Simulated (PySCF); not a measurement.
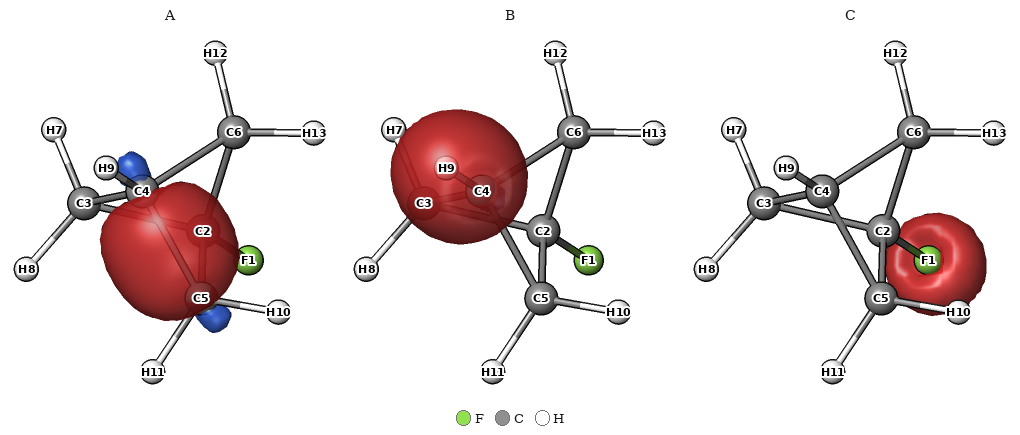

Figure 1: C$_{5}$H$_{7}$F, SMILES `FC12CC(C1)C2`. Pipek–Mezey orbitals, occupied; each surface holds about 70 % of the orbital's density. Energies are diagonal elements of the Fock matrix.

Method: HF/def2-SVPD; geometry: GFN2-xTB; program: PySCF. No frequency check shows the geometry to be a minimum.

Cartesian coordinates (Å):

```
F1      -1.8683    0.0002   -0.0002
C2      -0.5076    0.0001    0.0001
C3       0.3977    0.2257    1.2131
C4       1.3237   -0.0001   -0.0000
C5       0.3976   -1.1635   -0.4109
C6       0.3981    0.9376   -0.8019
H7       0.3922    1.2201    1.6521
H8       0.3914   -0.5441    1.9806
H9       2.4048   -0.0002   -0.0001
H10      0.3918   -1.4432   -1.4613
H11      0.3920   -2.0408    0.2307
H12      0.3928    1.9870   -0.5191
H13      0.3926    0.8206   -1.8826
```

Question: Identify each orbital.

Answer: By panel:
- A: σ bond C5–C4 (C5 49 %, C4 49 %; −18.5 eV)
- B: σ bond C4–H9 (C4 55 %, H9 45 %; −18.9 eV)
- C: lone pair on F1 (sp0.4-type) (F1 100 %; −32.1 eV)

The PySCF run took 7.5 s on 1 thread of Intel(R) Xeon(R) Processor @ 2.50GHz (Skylake/Cascade Lake) (shared host), peak memory 0.41 GiB.
